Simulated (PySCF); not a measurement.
```xyz
4

Bi   -0.0456    0.0000    1.5415
Bi    0.0456    0.0000   -1.5415
N     1.4858    0.0000    0.1842
N    -1.4858    0.0000   -0.1842
```

Core potentials replace the inner electrons of Bi.

Computed with RKS PBE0, Bi def2-SVP with ECP60, N def2-SVP; non-relativistic Hamiltonian with scalar-relativistic core potentials where named; density fitting (PySCF).

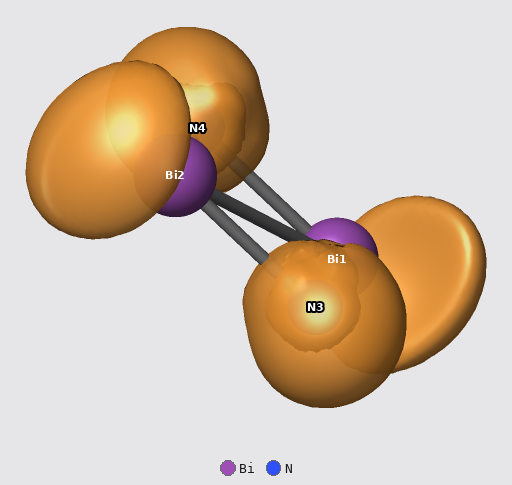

Bi₂N₂. Isosurface of the electron localisation function at 0.75 (orange), seen at an oblique angle. Only the valence region is drawn (cores and ρ < 0.01 e/Å³ removed).

Where are the electrons localised?

At this value the surface marks out two lobes on Bi, pointing away from the bonds (lone pairs) and two regions wrapped around N (the valence shell of each). Along the contacts the grid gives the following. Bi–N (2.05 Å): the ELF peaks at about 0.80 in the valence shell of N, 0.7 Å from its nucleus, and drops to about 0.25 between the two atoms. Bi–Bi (3.08 Å): the ELF is about 0.15 at the midpoint.
